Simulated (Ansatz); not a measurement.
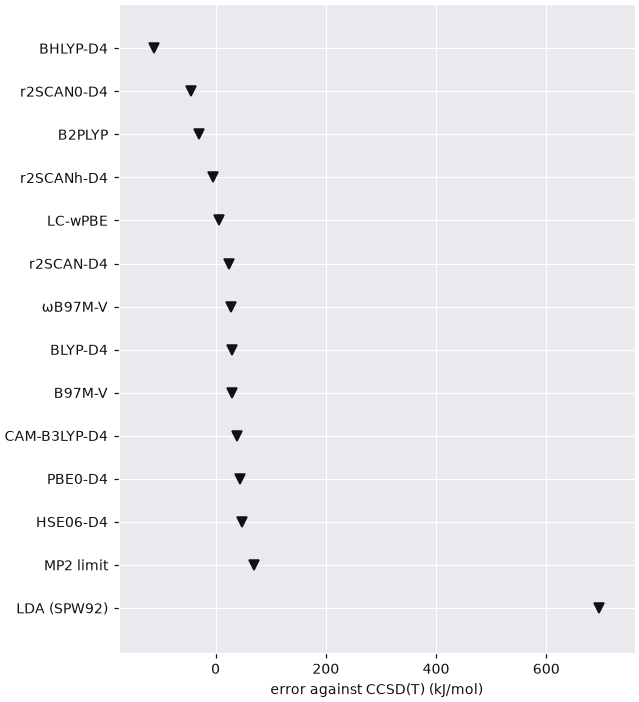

Error in the electronic atomisation energy (method less reference, so positive means overbinding) of C₃H₇NSi, SMILES C=C1[SiH2]N1C: functionals in def2-TZVPP against frozen-core CCSD(T) at the limit (MP2 extrapolated from triple and quadruple zeta, plus CCSD(T) less MP2 in a smaller set), which gives 4532.6 kJ/mol, at a PBE0-D4/def2-TZVP geometry (a minimum by its frequencies), no zero-point or spin-orbit term, the Ansatz code 0.2.0. The reference leaves out core correlation, a term that grows with the number of heavy atoms. B2PLYP holds a correlation term that converges slowly with the basis, so part of the distance to the limit is basis error. No dispersion term is added to B2PLYP and LC-wPBE. Limit means the basis limit.

**Which of these levels overbind, and which underbind?**

Overbind: ωB97M-V, BLYP-D4, B97M-V, CAM-B3LYP-D4, PBE0-D4, HSE06-D4, MP2 limit and LDA (SPW92). Underbind: BHLYP-D4, r2SCAN0-D4 and B2PLYP. Within 25 kJ/mol of zero, too close to call in view of what the reference leaves out: r2SCANh-D4, LC-wPBE and r2SCAN-D4.

**Give the values.**

| level | kJ/mol |
| --- | --- |
| BHLYP-D4 | −111.3 |
| r2SCAN0-D4 | −45.1 |
| B2PLYP | −29.7 |
| r2SCANh-D4 | −4.3 |
| LC-wPBE | 5.4 |
| r2SCAN-D4 | 24.3 |
| ωB97M-V | 28.1 |
| BLYP-D4 | 29.0 |
| B97M-V | 29.3 |
| CAM-B3LYP-D4 | 39.7 |
| PBE0-D4 | 44.9 |
| HSE06-D4 | 48.7 |
| MP2 limit | 70.3 |
| LDA (SPW92) | 695.6 |
